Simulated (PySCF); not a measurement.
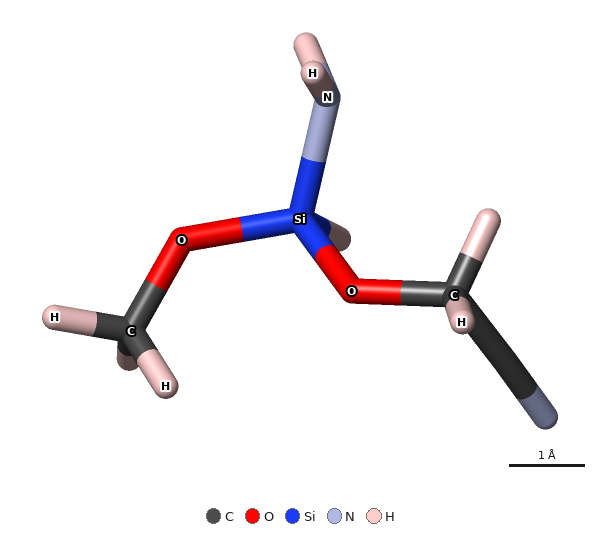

Figure 1. The structure (stick view, seen at a tilt).

NMR shielding calculation of C$_{3}$H$_{8}$N$_{2}$O$_{2}$Si

The run: NMR shielding calculation of C$_{3}$H$_{8}$N$_{2}$O$_{2}$Si. Method and program: GIAO PBE0/IGLO-II NMR shielding, non-relativistic, gas phase (PySCF 2.14.0).

The geometry comes from this level: GFN2-xTB. Figures and captions count atoms from 1; the log counts them from 0 in places.

**What the program printed**
```
coarse grid: 14144 points
cycle   1  E = -667.9999023301  dE =  1.159e+00  |g| = 1.024e+00  |ddm| = 3.095e+00
cycle   2  E = -667.6584806472  dE =  3.414e-01  |g| = 1.686e+00  |ddm| = 1.674e+00
cycle   3  E = -668.1760070359  dE = -5.175e-01  |g| = 2.588e-01  |ddm| = 1.151e+00
cycle   4  E = -668.1864616731  dE = -1.045e-02  |g| = 1.268e-01  |ddm| = 1.896e-01
cycle   5  E = -668.1896181477  dE = -3.156e-03  |g| = 2.632e-02  |ddm| = 8.083e-02
cycle   6  E = -668.1897403268  dE = -1.222e-04  |g| = 8.014e-03  |ddm| = 1.864e-02
cycle   7  E = -668.1897522494  dE = -1.192e-05  |g| = 1.438e-03  |ddm| = 5.164e-03
cycle   8  E = -668.1897526717  dE = -4.224e-07  |g| = 3.373e-04  |ddm| = 1.173e-03
final grid: 132928 points
cycle   9  E = -668.1972266882  dE = -6.734e-05  |g| = 1.276e-02  |ddm| = 1.887e-02
cycle  10  E = -668.1971971922  dE =  2.950e-05  |g| = 1.815e-02  |ddm| = 1.486e-02
cycle  11  E = -668.1972540717  dE = -5.688e-05  |g| = 1.565e-03  |ddm| = 9.808e-03
cycle  12  E = -668.1972545577  dE = -4.860e-07  |g| = 3.310e-04  |ddm| = 1.176e-03
cycle  13  E = -668.1972545662  dE = -8.519e-09  |g| = 2.749e-04  |ddm| = 3.045e-04
cycle  14  E = -668.1972545813  dE = -1.508e-08  |g| = 4.914e-05  |ddm| = 1.607e-04
cycle  15  E = -668.1972545818  dE = -5.052e-10  |g| = 9.932e-06  |ddm| = 3.411e-05
```

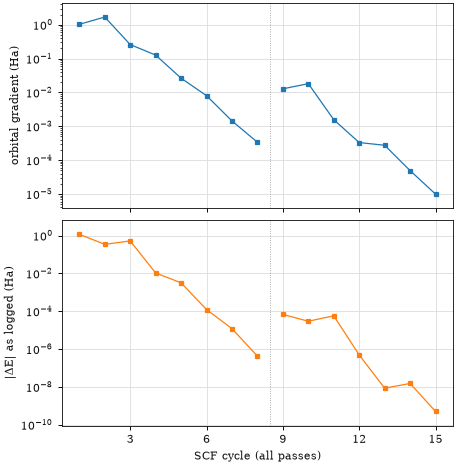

Figure 2. Convergence of the self-consistent field: orbital gradient and size of the energy change against the SCF cycle. The dotted line marks the change from a coarse to the final integration grid. The first 8 cycles use a coarse grid, the final grid takes over at cycle 9, and the field converges after 15 cycles in all.

```
converged SCF energy = -668.1972545818

GIAO shielding tensors (ppm)
atom      isotropic    diamagn.    paramagn.     s11        s22        s33       span
  0 C      137.184     241.327    -104.144    110.968    112.796    187.788     76.820
  1 O      295.984     397.851    -101.867    240.696    314.670    332.585     91.889
  2 Si     398.399     885.682    -487.282    365.900    409.035    420.264     54.364
  3 N      240.807     319.043     -78.237    217.189    230.906    274.326     57.137
  4 O      299.972     399.539     -99.567    265.305    305.273    329.337     64.033
  5 C      139.438     239.159     -99.720    115.850    122.645    179.820     63.970
  6 C       68.757     261.213    -192.456    -45.925    -42.196    294.392    340.316
  7 N      -33.588     338.350    -371.939   -194.193   -184.671    278.099    472.292
  8 H       28.205      30.680      -2.475     23.260     27.401     33.952     10.692
  9 H       28.308      29.772      -1.464     24.333     25.876     34.714     10.381
 10 H       28.351      29.061      -0.711     24.077     26.158     34.817     10.740
 11 H       26.950      32.950      -6.001     24.165     24.842     31.842      7.677
 12 H       31.808      32.037      -0.229     25.960     27.646     41.817     15.858
 13 H       31.688      30.902       0.785     25.673     27.240     42.149     16.476
 14 H       27.463      27.910      -0.448     22.584     28.271     31.534      8.951
 15 H       27.685      26.976       0.709     22.648     27.114     33.292     10.644
```

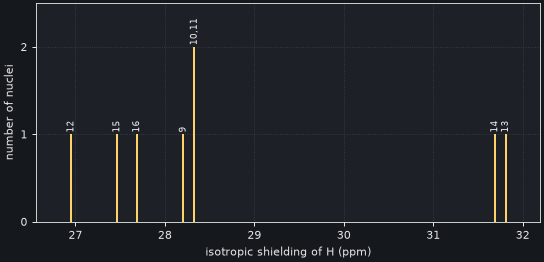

Figure 3. Isotropic shieldings of the hydrogen nuclei in this fixed geometry, labelled by atom number; shielding grows to the right, so chemical shift grows to the left. The least shielded is H12 (26.9 ppm), the most shielded H13 (31.8 ppm).

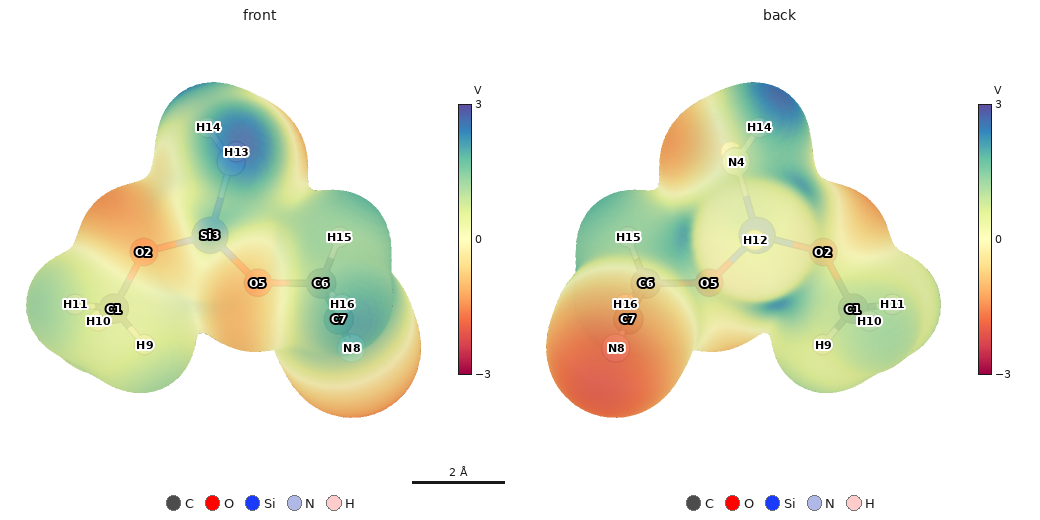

Figure 4. The electrostatic potential painted on the density surface at 0.004 e/bohr³, seen face on and from behind; the colour scale runs from red (negative) to blue (positive). A positive charge is drawn to the negative regions and a negative charge to the positive ones.

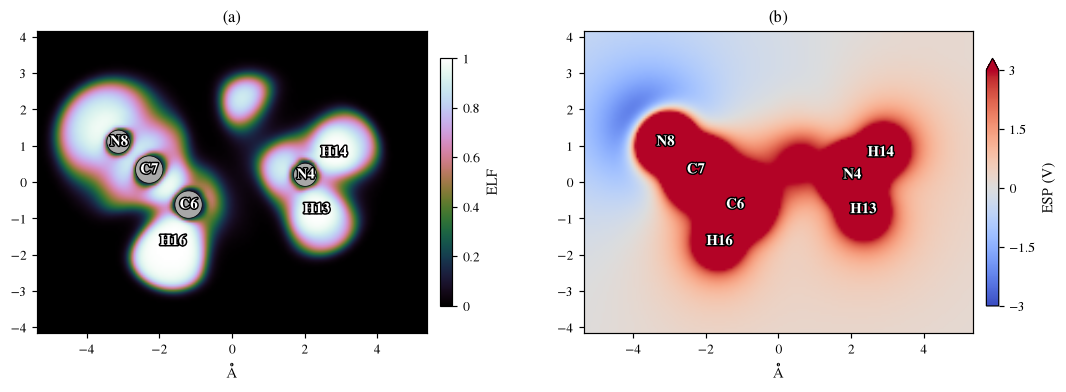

Figure 5. (a) electron localisation function; (b) electrostatic potential on the plane of atoms C7, C6 and H16. Grey discs, where drawn, cover atomic cores. The plane passes through N, C and H nuclei. C–N (1.14 Å): the ELF peaks at about 0.85 between the atoms (a multiple bond by its length, whose ELF region spreads away from the axis). C–H (1.10 Å): the ELF climbs to about 1 towards the hydrogen (a covalent bond by its length).

The run was set up as follows.

**Input**
```
{"job": {"kind": "nmr", "xc": "PBE0", "basis": "IGLO-II", "pop": false}, "charge": 0, "multiplicity": 1}
C     -1.729776    -1.989651     0.441785
O     -1.733455    -0.660219     0.000590
Si    -0.497525     0.226751    -0.547848
N     -0.966317     1.869085    -0.762740
O      0.630779     0.159103     0.635053
C      1.851482     0.836402     0.643510
C      2.880187     0.092432    -0.056616
N      3.674064    -0.517216    -0.607799
H     -0.926984    -2.159716     1.160630
H     -1.596017    -2.668705    -0.403158
H     -2.692393    -2.184726     0.915814
H      0.037674    -0.233575    -1.823554
H     -1.266734     2.378785     0.054670
H     -1.592926     2.074488    -1.522471
H      1.756896     1.823378     0.171511
H      2.163445     0.962329     1.689212
```

The first line tells a small driver script what to run in PySCF; the rest is the geometry in Å.

Command:
```bash
OMP_NUM_THREADS=1 python <driver script> task.json out
```

**Results in brief**

- outcome: converged
- total energy: −668.197255 hartree
- HOMO: −8.02 eV
- LUMO: 0.25 eV
- dipole moment: 3.77 D
- isotropic shielding, C: 68.8 to 139.4 ppm
- isotropic shielding, O: 296.0 to 300.0 ppm
- isotropic shielding, Si: 398.4 ppm
- isotropic shielding, N: −33.6 to 240.8 ppm
- isotropic shielding, H: 26.9 to 31.8 ppm
- hardware: 1 CPU thread, shared host
- wall time: 2 min
- peak memory: 0.94 GiB

Settings chosen away from the usual ones: PBE0/IGLO-II.
